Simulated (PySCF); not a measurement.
**MP2/STO-3G run of [BH4]− (borohydride)**

What is the energy change on altering one bond length of [BH4]− (borohydride) at MP2/STO-3G? The job is set up through a Python script.

Program for the calculation: PySCF 2.14.0.

10 further runs of the same task are left out: 1 that didn't finish, 9 set aside as unsound or not needed.

## (1) Starting point

[BH4]− has 5 atoms, charge -1, and is taken as a singlet. SMILES: `[BH4-]`. The coordinates come from a GFN2-xTB relaxation.

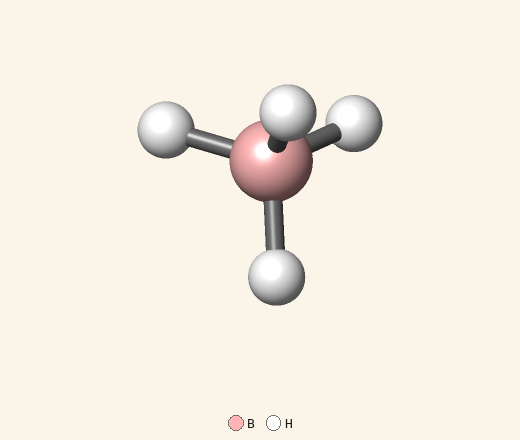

Viewed from a chosen angle; boron pink, hydrogen white.

## (2) The energy at MP2/STO-3G

File mol.xyz:

```xyz
5
BH4
B      0.000100     0.000170    -0.000110
H      0.683660     0.997010     0.217690
H      0.726340    -0.988490    -0.067070
H     -0.600410     0.139700    -1.063360
H     -0.809690    -0.148380     0.912850
```

File calc.py:

```python
from pyscf import gto, mp

system = gto.M(
    atom='mol.xyz',
    verbose=4,
    charge=-1,
    max_memory=1860,
    basis='sto-3g',
)

mf = system.RHF()
mf.conv_tol = 1e-10
mf.kernel()
if not mf.converged:
    mf = mf.newton().run(mf.mo_coeff, mf.mo_occ)

pt = mp.MP2(mf, frozen=1).run()
e_tot = pt.e_tot
print('E(%s) = %.9f' % ('MP2', e_tot))
```

On the command line:

```bash
OMP_NUM_THREADS=1 python calc.py
```

What it wrote:

```text
PySCF version 2.14.0

[INPUT] num. atoms = 5
[INPUT] num. electrons = 10
[INPUT] charge = -1
[INPUT] spin (= nelec alpha-beta = 2S) = 0
[INPUT] symmetry False subgroup None
[INPUT] Mole.unit = angstrom
[INPUT] Symbol           X                Y                Z      unit          X                Y                Z       unit  Magmom
[INPUT]  1 B      0.000100000000   0.000170000000  -0.000110000000 AA    0.000188972612   0.000321253441  -0.000207869874 Bohr   0.0
[INPUT]  2 H      0.683660000000   0.997010000000   0.217690000000 AA    1.291930162320   1.884075843453   0.411374480057 Bohr   0.0
[INPUT]  3 H      0.726340000000  -0.988490000000  -0.067070000000 AA    1.372583673317  -1.867975376871  -0.126743931175 Bohr   0.0
[INPUT]  4 H     -0.600410000000   0.139700000000  -1.063360000000 AA   -1.134610462450   0.263994739602  -2.009459171818 Bohr   0.0
[INPUT]  5 H     -0.809690000000  -0.148380000000   0.912850000000 AA   -1.530092345799  -0.280397562363   1.725036492809 Bohr   0.0

nuclear repulsion = 10.1953363612639
number of shells = 7
number of NR pGTOs = 27
number of NR cGTOs = 9
basis = sto-3g
ecp = {}

******** <class 'pyscf.scf.hf.RHF'> ********
method = RHF
initial guess = minao
damping factor = 0
level_shift factor = 0
DIIS = <class 'pyscf.scf.diis.CDIIS'>
diis_start_cycle = 1
diis_space = 8
diis_damp = 0
SCF conv_tol = 1e-10
SCF conv_tol_grad = None
SCF max_cycles = 50
direct_scf = True
direct_scf_tol = 1e-13
Set gradient conv threshold to 1e-05
Initial guess from minao.
init E= -26.2698073804599
  HOMO = -0.307287940136614  LUMO = 0.60918656342687  gap/eV = 24.93854
cycle= 1 E= -26.5319749623048  delta_E= -0.262  |g|= 0.204  |ddm|= 1.99
  HOMO = -0.0628198068717367  LUMO = 1.07581078699511  gap/eV = 30.98372
cycle= 2 E= -26.5469577865439  delta_E= -0.015  |g|= 0.0338  |ddm|= 0.313
  HOMO = -0.0825999919109769  LUMO = 1.0477059332834  gap/eV = 30.75719
cycle= 3 E= -26.5474916086635  delta_E= -0.000534  |g|= 0.00732  |ddm|= 0.056
  HOMO = -0.0805615680588061  LUMO = 1.0511259794028  gap/eV = 30.79479
cycle= 4 E= -26.5475143474903  delta_E= -2.27e-05  |g|= 0.000144  |ddm|= 0.0138
  HOMO = -0.0805043100153328  LUMO = 1.05118057221064  gap/eV = 30.79471
cycle= 5 E= -26.5475143503676  delta_E= -2.88e-09  |g|= 1.23e-06  |ddm|= 0.000141
  HOMO = -0.080505361805638  LUMO = 1.0511809930329  gap/eV = 30.79475
cycle= 6 E= -26.5475143503682  delta_E= -6.68e-13  |g|= 1.18e-07  |ddm|= 2.27e-06
  HOMO = -0.0805052718130779  LUMO = 1.05118097122949  gap/eV = 30.79475
Extra cycle  E= -26.5475143503682  delta_E= 2.13e-14  |g|= 2.38e-08  |ddm|= 1.98e-07
converged SCF energy = -26.5475143503682

******** <class 'pyscf.mp.mp2.RMP2'> ********
nocc = 4, nmo = 8
frozen orbitals 1
E(RMP2) = -26.594488407076  E_corr = -0.0469740567078077
E(SCS-RMP2) = -26.6028028529193  E_corr = -0.0552885025511025
E_corr(same-spin) = -0.00124657557492312
E_corr(oppo-spin) = -0.0457274811328846
E(MP2) = -26.594488407
```

Wall time 0.74 s (1 thread of Arm Neoverse V1, shared host); peak memory 0.12 GiB.

## (3) The distorted shape at the same level

File input.xyz:

```xyz
5

B     -0.546753    -0.797309    -0.174352
H      0.683660     0.997010     0.217690
H      0.179487    -1.785969    -0.241312
H     -1.147263    -0.657779    -1.237602
H     -1.356543    -0.945859     0.738608
```

File calc.py:

```python
from pyscf import gto, mp

mol = gto.Mole()
mol.atom = 'input.xyz'
mol.basis = 'sto-3g'
mol.verbose = 4
mol.spin = 0
mol.max_memory = 1860
mol.charge = -1
mol.build()

myscf = mol.RHF()
myscf.conv_tol = 1e-10
myscf.kernel()
if not myscf.converged:
    myscf = myscf.newton().run(myscf.mo_coeff, myscf.mo_occ)

pt = mp.MP2(myscf, frozen=1).run()
e_tot = pt.e_tot
print('E = %.10f Eh' % e_tot)
```

On the command line:

```bash
OMP_NUM_THREADS=1 python calc.py
```

What it wrote:

```text
PySCF version 2.14.0

[INPUT] num. atoms = 5
[INPUT] num. electrons = 10
[INPUT] charge = -1
[INPUT] spin (= nelec alpha-beta = 2S) = 0
[INPUT] symmetry False subgroup None
[INPUT] Mole.unit = angstrom
[INPUT] Symbol           X                Y                Z      unit          X                Y                Z       unit  Magmom
[INPUT]  1 B     -0.546753000000  -0.797309000000  -0.174352000000 AA   -1.033213427784  -1.506695646651  -0.329477529270 Bohr   0.0
[INPUT]  2 H      0.683660000000   0.997010000000   0.217690000000 AA    1.291930162320   1.884075843453   0.411374480057 Bohr   0.0
[INPUT]  3 H      0.179487000000  -1.785969000000  -0.241312000000 AA    0.339181272920  -3.374992276963  -0.456013590571 Bohr   0.0
[INPUT]  4 H     -1.147263000000  -0.657779000000  -1.237602000000 AA   -2.168012862847  -1.243022160490  -2.338728831214 Bohr   0.0
[INPUT]  5 H     -1.356543000000  -0.945859000000   0.738608000000 AA   -2.563494746196  -1.787414462455   1.395766833413 Bohr   0.0

nuclear repulsion = 9.00064444354798
number of shells = 7
number of NR pGTOs = 27
number of NR cGTOs = 9
basis = sto-3g
ecp = {}

******** <class 'pyscf.scf.hf.RHF'> ********
method = RHF
initial guess = minao
damping factor = 0
level_shift factor = 0
DIIS = <class 'pyscf.scf.diis.CDIIS'>
diis_start_cycle = 1
diis_space = 8
diis_damp = 0
SCF conv_tol = 1e-10
SCF conv_tol_grad = None
SCF max_cycles = 50
direct_scf = True
direct_scf_tol = 1e-13
Set gradient conv threshold to 1e-05
[... 1 set-up line as earlier in the session ...]
init E= -25.9814281949651
  HOMO = -0.151231127844862  LUMO = 0.152656577647763  gap/eV = 8.26921
cycle= 1 E= -26.3433438333475  delta_E= -0.362  |g|= 0.165  |ddm|= 2.04
  HOMO = 0.0962252073291312  LUMO = 0.575526714341234  gap/eV = 13.04246
cycle= 2 E= -26.3599247205894  delta_E= -0.0166  |g|= 0.0456  |ddm|= 0.301
  HOMO = 0.066016753819495  LUMO = 0.574982050736677  gap/eV = 13.84965
cycle= 3 E= -26.3611007626034  delta_E= -0.00118  |g|= 0.00802  |ddm|= 0.0942
  HOMO = 0.0688483120230088  LUMO = 0.571790730673975  gap/eV = 13.68576
cycle= 4 E= -26.3611275283524  delta_E= -2.68e-05  |g|= 0.00113  |ddm|= 0.0117
  HOMO = 0.0700957646347201  LUMO = 0.572337194565257  gap/eV = 13.66669
cycle= 5 E= -26.3611284195475  delta_E= -8.91e-07  |g|= 5.4e-05  |ddm|= 0.00252
  HOMO = 0.0700261481288703  LUMO = 0.572363700066313  gap/eV = 13.66930
cycle= 6 E= -26.3611284210061  delta_E= -1.46e-09  |g|= 5.17e-06  |ddm|= 9.44e-05
  HOMO = 0.0700299059591118  LUMO = 0.572358775453171  gap/eV = 13.66906
cycle= 7 E= -26.3611284210236  delta_E= -1.75e-11  |g|= 3.82e-07  |ddm|= 1.33e-05
  HOMO = 0.0700297129440463  LUMO = 0.572358727282584  gap/eV = 13.66907
Extra cycle  E= -26.3611284210237  delta_E= -9.24e-14  |g|= 1e-07  |ddm|= 6.61e-07
converged SCF energy = -26.3611284210237

******** <class 'pyscf.mp.mp2.RMP2'> ********
nocc = 4, nmo = 8
frozen orbitals 1
E(RMP2) = -26.4296267983769  E_corr = -0.0684983773531739
E(SCS-RMP2) = -26.4410046740256  E_corr = -0.079876253001816
E_corr(same-spin) = -0.00267899979460698
E_corr(oppo-spin) = -0.0658193775585669
E = -26.4296267984 Eh
```

Run time: 0.74 s. Hardware: 1 thread of Arm Neoverse V1, shared host; peak memory 0.12 GiB.

## (4) Results

At MP2/STO-3G, 1 core orbital frozen:

| quantity | value |
| --- | --- |
| first shape: total energy | -26.59449 Eh |
| first shape: HOMO energy (Hartree–Fock orbitals) | -2.19 eV |
| first shape: LUMO energy (Hartree–Fock orbitals) | 28.60 eV |
| first shape: HOMO–LUMO gap (to an unbound level, set by the basis) | 30.79 eV |
| first shape: correlation energy (1 core orbital frozen) | -47.0 mEh |
| distorted shape: total energy | -26.42963 Eh |
| distorted shape: HOMO energy (Hartree–Fock orbitals) | 1.91 eV |
| distorted shape: LUMO energy (Hartree–Fock orbitals) | 15.57 eV |
| distorted shape: HOMO–LUMO gap (to an unbound level, set by the basis) | 13.67 eV |
| distorted shape: correlation energy (1 core orbital frozen) | -68.5 mEh |
| energy change with the B1–H2 bond stretched from 1.228 to 2.211 Å | 4.486 eV |

With the B1–H2 bond stretched from 1.228 to 2.211 Å the energy rises by 4.49 eV (103 kcal/mol). The first shape isn't relaxed at this level, so the change isn't measured from a minimum. The minimal basis adds a large error of its own. Mulliken charges (first shape) of the mean-field density run from -0.23 on H5 to -0.10 on B1. Mulliken charges (distorted shape) of the mean-field density run from -0.49 on H2 to +0.03 on B1; they depend strongly on the basis. The HOMO (distorted shape) lies at positive energy, 1.91 eV: the electron is unbound at this level or held by a compact basis; values depend on the basis.
